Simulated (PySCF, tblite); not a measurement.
**C4H10NSi radical: geometry, infrared bands and EPR parameters**

Wanted: the infrared bands and EPR parameters of C4H10NSi radical (`C/N=C\[Si](C)C`), by calculation.

Computed with tblite 0.8.0 and PySCF 2.14.0, with density-fitted response routines of our own, on a single molecule in the gas phase. Atoms count from 0, in the outputs and in this text.

## 1. Starting geometry

16 atoms, charge 0, multiplicity 2; geometry from: force field or distance geometry start.

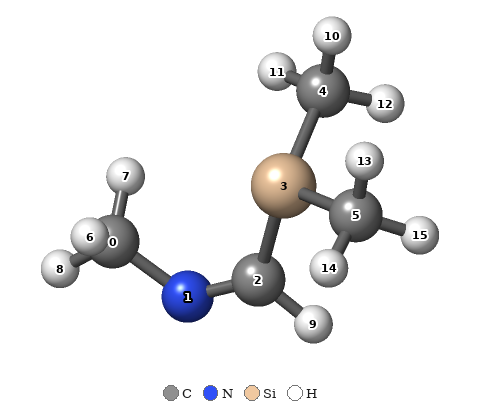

The starting geometry (carbon grey, nitrogen blue, silicon light orange, hydrogen white), atoms numbered; sticks join atoms by distance.

## 2. Geometry optimisation with GFN2-xTB

The job: settings as JSON, then the geometry in Å.

```
{"job": {"kind": "relax", "xc": "GFN2-xTB", "basis": "xTB"}, "charge": 0, "multiplicity": 2}
C      2.588800     0.348000    -0.536300
N      2.107000    -0.766600     0.253100
C      0.865200    -0.989500     0.438500
Si    -0.600100    -0.015600    -0.231700
C     -1.088800     1.381200     0.879200
C     -2.038100    -1.099300    -0.674900
H      2.241700     0.282600    -1.577600
H      2.281300     1.314500    -0.100200
H      3.679800     0.336100    -0.551700
H      0.564300    -1.853600     1.057300
H     -1.891000     1.974600     0.417600
H     -0.245400     2.048700     1.058500
H     -1.451600     1.024700     1.851100
H     -2.832000    -0.515500    -1.134900
H     -1.739900    -1.866400    -1.382300
H     -2.449000    -1.595100     0.222800
```

The run is started by

```bash
> OMP_NUM_THREADS=1 python probes_run.py task.json out
```

One launch serves the whole session: the jobs run in the order shown.

Standard output:

```text
step      E/eV     max force
  0    -495.14953    1.296
  1    -495.20880    0.684
  2    -495.23800    0.480
  3    -495.26494    0.498
  4    -495.28306    0.339
  5    -495.29164    0.185
  6    -495.29673    0.157
  7    -495.30065    0.200
  8    -495.30322    0.118
  9    -495.30479    0.103
 10    -495.30629    0.089
 11    -495.30770    0.119
 12    -495.30871    0.093
 13    -495.30943    0.072
 14    -495.31020    0.072
 15    -495.31135    0.131
 16    -495.31319    0.178
 17    -495.31586    0.166
 18    -495.31936    0.155
 19    -495.32383    0.195
 20    -495.32982    0.319
 21    -495.33786    0.424
 22    -495.34735    0.362
 23    -495.35679    0.239
 24    -495.36580    0.253
 25    -495.37590    0.409
 26    -495.38589    0.512
 27    -495.39874    0.502
 28    -495.41373    0.326
 29    -495.43188    0.295
 30    -495.43945    0.340
 31    -495.45495    0.383
 32    -495.45808    0.416
 33    -495.46793    0.194
 34    -495.47173    0.179
 35    -495.47768    0.152
 36    -495.48025    0.151
 37    -495.48341    0.154
 38    -495.48567    0.119
 39    -495.48766    0.108
 40    -495.48961    0.131
 41    -495.49219    0.152
 42    -495.49519    0.181
 43    -495.49804    0.175
 44    -495.50024    0.131
 45    -495.50196    0.102
 46    -495.50344    0.124
 47    -495.50425    0.161
 48    -495.50554    0.124
 49    -495.50637    0.080
 50    -495.50731    0.091
 51    -495.50813    0.095
 52    -495.50888    0.060
 53    -495.50939    0.061
 54    -495.50991    0.053
 55    -495.51061    0.079
 56    -495.51156    0.082
 57    -495.51236    0.056
 58    -495.51284    0.053
 59    -495.51313    0.047
 60    -495.51341    0.045
 61    -495.51369    0.040
 62    -495.51388    0.028
 63    -495.51400    0.026
 64    -495.51413    0.030
 65    -495.51431    0.033
 66    -495.51453    0.031
 67    -495.51472    0.032
 68    -495.51486    0.029
 69    -495.51502    0.033
 70    -495.51526    0.051
 71    -495.51562    0.062
 72    -495.51604    0.056
 73    -495.51640    0.035
 74    -495.51664    0.031
 75    -495.51682    0.028
 76    -495.51696    0.026
 77    -495.51706    0.020
 78    -495.51711    0.023
 79    -495.51715    0.024
 80    -495.51721    0.023
 81    -495.51729    0.022
 82    -495.51737    0.020
 83    -495.51746    0.021
 84    -495.51754    0.027
 85    -495.51766    0.037
 86    -495.51787    0.050
 87    -495.51820    0.047
 88    -495.51848    0.035
 89    -495.51864    0.025
 90    -495.51876    0.024
 91    -495.51888    0.027
 92    -495.51899    0.024
 93    -495.51907    0.018
 94    -495.51910    0.010
```

Run time: 0.62 s. Hardware: 1 thread of Arm Neoverse V1, shared host; peak memory 0.17 GiB.

Relaxation path: (not every step is listed)

| step | energy from step 0 (eV) | largest force (eV/Å) |
| --- | --- | --- |
| 0 | 0.0000 | 1.2957 |
| 1 | -0.0593 | 0.6843 |
| 2 | -0.0885 | 0.4798 |
| 3 | -0.1154 | 0.4985 |
| 4 | -0.1335 | 0.3385 |
| 5 | -0.1421 | 0.1854 |
| 6 | -0.1472 | 0.1568 |
| 7 | -0.1511 | 0.1996 |
| 8 | -0.1537 | 0.1178 |
| 16 | -0.1637 | 0.1778 |
| 24 | -0.2163 | 0.2534 |
| 32 | -0.3085 | 0.4159 |
| 40 | -0.3401 | 0.1305 |
| 48 | -0.3560 | 0.1238 |
| 56 | -0.3620 | 0.0824 |
| 64 | -0.3646 | 0.0301 |
| 72 | -0.3665 | 0.0564 |
| 80 | -0.3677 | 0.0232 |
| 88 | -0.3689 | 0.0354 |
| 89 | -0.3691 | 0.0247 |
| 90 | -0.3692 | 0.0244 |
| 91 | -0.3693 | 0.0272 |
| 92 | -0.3695 | 0.0236 |
| 93 | -0.3695 | 0.0184 |
| 94 | -0.3696 | 0.0100 |

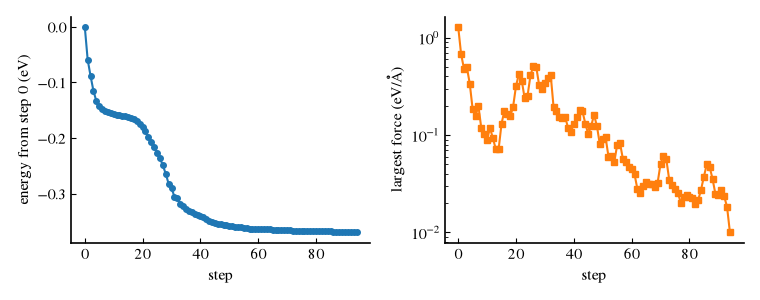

Energy and force, step by step.

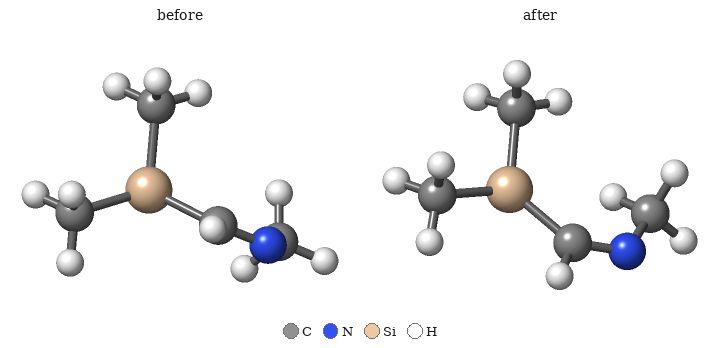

The geometry before (left) and after (right).

Distances of close pairs at the start and the end, largest changes first:

| bond | before (Å) | after (Å) | change (Å) |
| --- | --- | --- | --- |
| Si3–C4 | 1.850 | 1.904 | +0.054 |
| Si3–C5 | 1.854 | 1.899 | +0.045 |
| C2–Si3 | 1.883 | 1.855 | -0.028 |
| C0–N1 | 1.448 | 1.424 | -0.024 |
| C5–H15 | 1.105 | 1.088 | -0.017 |
| C2–H9 | 1.105 | 1.088 | -0.016 |
| C4–H10 | 1.099 | 1.088 | -0.011 |
| C0–H7 | 1.104 | 1.094 | -0.010 |

The final coordinates are the input of the step that follows.

## 3. Vibrational analysis with GFN2-xTB

The job: settings as JSON, then the geometry in Å.

```
{"job": {"kind": "ir", "xc": "GFN2-xTB", "basis": "xTB"}, "charge": 0, "multiplicity": 2}
C      2.553569     0.501151    -0.058675
N      2.182497    -0.873757    -0.091060
C      0.949401    -1.214572    -0.150857
Si    -0.603878    -0.210954    -0.297484
C     -0.963486     1.515105     0.422505
C     -2.196503    -1.245409    -0.304408
H      1.837069     1.145001    -0.590383
H      2.626882     0.847329     0.976662
H      3.539722     0.598757    -0.514490
H      0.798831    -2.290261    -0.221346
H     -1.687066     2.049453    -0.189865
H     -0.071917     2.130047     0.495179
H     -1.387329     1.428176     1.422341
H     -2.996792    -0.728595    -0.826322
H     -2.048861    -2.203224    -0.792751
H     -2.539739    -1.439305     0.709542
```

Standard output:

```text
mode    cm-1     km/mol
  1      46.3      2.15
  2      56.9      4.82
  3      75.5      5.09
  4      85.4      2.33
  5     106.8      7.22
  6     158.0      5.52
  7     191.7      1.52
  8     213.6      1.89
  9     370.3      6.75
 10     537.9      8.69
 11     653.6     59.24
 12     760.4     32.69
 13     771.7      3.58
 14     785.9      5.54
 15     795.8      0.71
 16     823.7     37.51
 17     837.4    119.10
 18     881.3    116.37
 19    1023.6     58.42
 20    1074.1      2.57
 21    1115.4      7.02
 22    1290.7     31.89
 23    1365.9      8.12
 24    1374.4      2.34
 25    1383.3     40.78
 26    1466.0      0.28
 27    1474.4      4.80
 28    1477.8      2.26
 29    1478.9      0.81
 30    1487.8      3.40
 31    1490.5      2.40
 32    1564.1    394.50
 33    2849.9     59.59
 34    2933.9     39.46
 35    2959.6     52.00
 36    2992.0     44.65
 37    2994.9     15.96
 38    3008.9     26.30
 39    3015.9      7.91
 40    3036.8     20.49
 41    3049.4     18.05
 42    3051.3     23.49
```

Wall time 0.51 s (1 thread of Arm Neoverse V1, shared host); peak memory 0.17 GiB.

Which atoms move in the most intense modes:

| cm⁻¹ | km/mol | atoms |
| --- | --- | --- |
| 654 | 59.2 | C2 35 %, C4 26 % |
| 837 | 119.1 | H11 32 %, Si3 20 %, C4 14 % |
| 881 | 116.4 | Si3 25 %, H14 13 % |
| 1024 | 58.4 | C0 39 %, N1 23 %, H9 12 %, C2 10 % |
| 1564 | 394.5 | N1 48 %, C2 46 % |
| 2850 | 59.6 | H6 93 % |
| 2960 | 52.0 | H9 92 % |
| 2992 | 44.6 | H8 90 % |

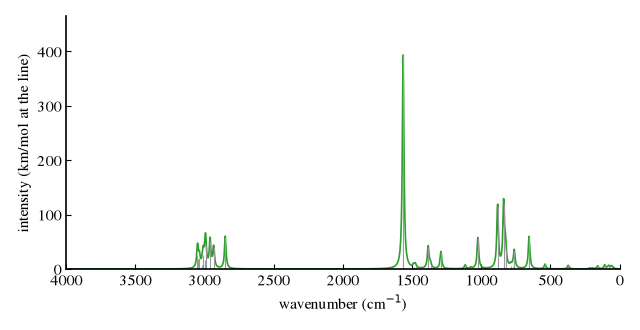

The infrared spectrum from these modes, unscaled. Lines are broadened to a width of 14 cm⁻¹ (Lorentzian).

## 4. EPR parameters: B3LYP/pcH-1

Same as in step 3 but for these lines:

```diff
@@ -1,2 +1,2 @@
-{"job": {"kind": "ir", "xc": "GFN2-xTB", "basis": "xTB"}, "charge": 0, "multiplicity": 2}
+{"job": {"kind": "epr", "basis": "pcH-1"}, "charge": 0, "multiplicity": 2}
 C      2.553569     0.501151    -0.058675
```

Level: UKS B3LYP, pcH-1 on C H N Si, non-relativistic, mean-field spin-orbit, GIAO.

Standard output:

```text
UKS, coarse grid
  cycle   1  E = -502.56247947  |g| = 4.37e-01
  cycle   2  E = -502.35546405  |g| = 7.57e-01
  cycle   3  E = -502.64185024  |g| = 2.22e-01
  cycle   4  E = -502.66517845  |g| = 3.93e-02
  cycle   5  E = -502.66614592  |g| = 1.40e-02
  cycle   6  E = -502.66629491  |g| = 7.20e-03
  cycle   7  E = -502.66634548  |g| = 2.79e-03
  cycle   8  E = -502.66635621  |g| = 1.13e-03
  cycle   9  E = -502.66635769  |g| = 4.24e-04
UKS, final grid
  cycle   1  E = -502.66637043  |g| = 4.09e-04
  cycle   2  E = -502.66637040  |g| = 7.27e-04
  cycle   3  E = -502.66637064  |g| = 1.42e-04
  cycle   4  E = -502.66637068  |g| = 1.01e-04
  cycle   5  E = -502.66637070  |g| = 3.55e-05
  cycle   6  E = -502.66637070  |g| = 9.87e-06
E = -502.66637070 Eh   <S^2> = 0.7638 (exact 0.7500)
g shifts (ppm)      1          2          3
  rmc          -150       -150       -150
  gc            -18         27         35
  oz_so         148       1241       2588
  total         -20       1118       2474
hyperfine (MHz)  atom isotope    a_iso     a_fc   dipolar eigenvalues
    0   13C     -10.30     -10.30     -1.36     -0.14      1.49
    1   14N      12.24      12.29    -13.76    -12.35     26.11
    2   13C     -13.66     -13.63    -18.13      5.40     12.73
    3  29Si    -230.59    -231.59   -158.28     78.42     79.86
    4   13C       1.70       1.67     -1.87     -1.38      3.25
    5   13C       0.95       0.92     -1.68     -1.35      3.03
    6    1H       0.18       0.18     -3.55     -0.35      3.90
    7    1H      34.55      34.55     -1.96     -0.93      2.89
    8    1H      16.20      16.20     -2.14     -1.80      3.94
    9    1H      11.69      11.69     -4.01     -0.18      4.19
   10    1H      21.29      21.29     -3.17     -2.40      5.57
   11    1H       0.54       0.53     -2.39     -1.90      4.29
   12    1H      52.00      52.00     -2.82     -0.56      3.38
   13    1H      15.52      15.51     -2.98     -2.30      5.28
   14    1H       3.41       3.40     -2.78     -1.99      4.77
   15    1H      56.00      56.00     -2.92     -0.53      3.45
```

Run time: 86 s. Hardware: 1 thread of Arm Neoverse V1, shared host; peak memory 0.98 GiB.

Principal g values 2.00230, 2.00344, 2.00479; g(iso) = 2.00351, against 2.00232 for a free electron.

Mean a(iso) over the nuclei that a row names, and the largest dipolar term of the row (other rows stand at the frozen geometry):

| nuclei | isotope | a(iso) (MHz) | a(iso) (G, at g = 2.0023) | largest dipolar term (MHz) |
| --- | --- | --- | --- | --- |
| Si3 | 29Si | -230.6 | -82.3 | -158.3 |
| H10, H11, H12, H13, H14, H15 | 1H | 24.8 | 8.8 | 5.6 |
| H6, H7, H8 | 1H | 17.0 | 6.1 | 3.9 |
| C2 | 13C | -13.7 | -4.9 | -18.1 |
| N1 | 14N | 12.2 | 4.4 | 26.1 |
| H9 | 1H | 11.7 | 4.2 | 4.2 |
| C0 | 13C | -10.3 | -3.7 | 1.5 |
| C4, C5 | 13C | 1.3 | 0.5 | 3.2 |

Mulliken spin populations:

C0 -0.02; N1 0.26; C2 -0.12; Si3 0.87; C4 -0.03; C5 -0.04; H6 0.00; H7 0.02; H8 0.01; H9 0.01; H10 0.00; H11 0.00; H12 0.02; H13 0.00; H14 0.00; H15 0.02

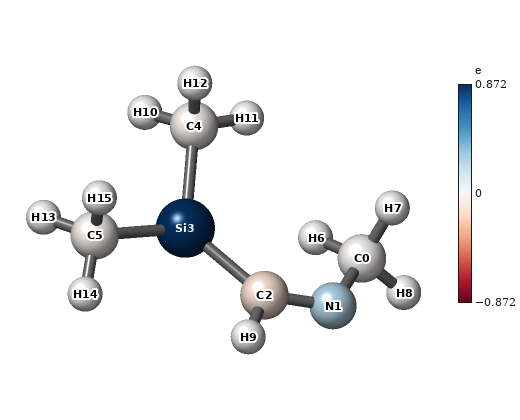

Mulliken spin populations, as colours on the atoms.

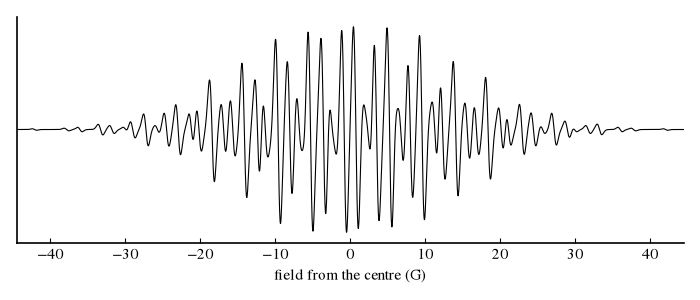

First-order isotropic spectrum (first derivative, main isotopes with spin only, couplings over 0.8 MHz, Gaussian width 0.3 G; couplings of the frozen geometry, rotation of groups not averaged beyond the rows shown).

The fields below are evaluated on a grid from the run's orbitals.

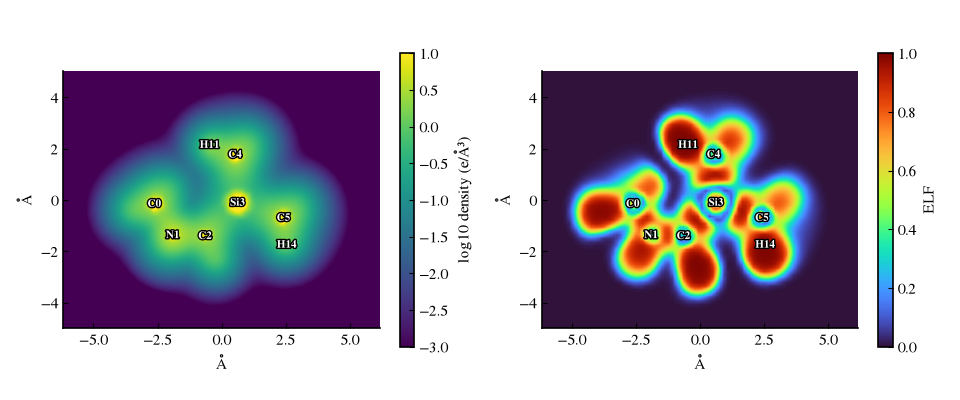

Density (left) and ELF (right) in a plane through or near 8 of the atoms.

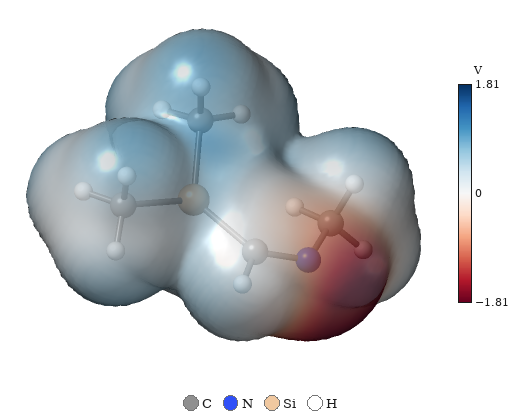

The potential that a unit positive charge feels on the 0.002 e/bohr³ surface, from -1.81 V near N1 to 0.88 V near H12.

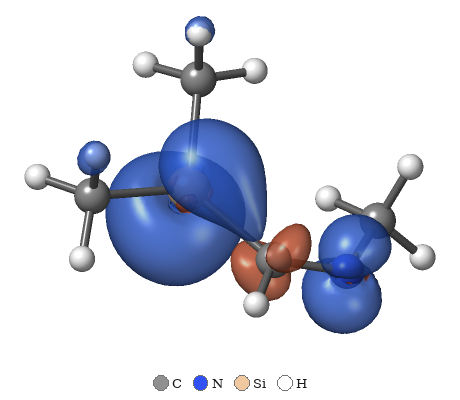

Spin density at ±0.03 e/Å³ (alpha excess blue, beta excess red).

## 5. Summary of results

| quantity | value |
| --- | --- |
| strongest single infrared mode (GFN2-xTB) | 1564 cm⁻¹, 394 km/mol |
| zero-point energy (GFN2-xTB) | 81.6 kcal/mol |
| g(iso) (B3LYP) | 2.00351 |
| ⟨S²⟩ | 0.764 (exact 0.75) |
| largest a(iso) (averaged by class) | 29Si on Si3, -230.6 MHz |
| potential on the surface of density 0.002 e/bohr³, 1st and 99th percentile | -1.81 V and 0.88 V |

**Reading.** Relaxing lowered the energy by 0.370 eV in 94 steps; the close pair that moved most is Si3–C4, from 1.850 to 1.904 Å. All 42 modes are real, so the xTB geometry is a minimum. The strongest single mode, at 1564 cm⁻¹, moves mainly N1 and C2. GFN2-xTB is a fitted tight-binding method: band positions and strengths are rough. Its intensities can rank the bands wrongly. Most of the unpaired spin sits on Si3 (0.87 e). The isotropic g lies 1.2 ppt above the free-electron value. The conformer search found further structures of the same energy, which may be mirror or relabelled copies of this one.
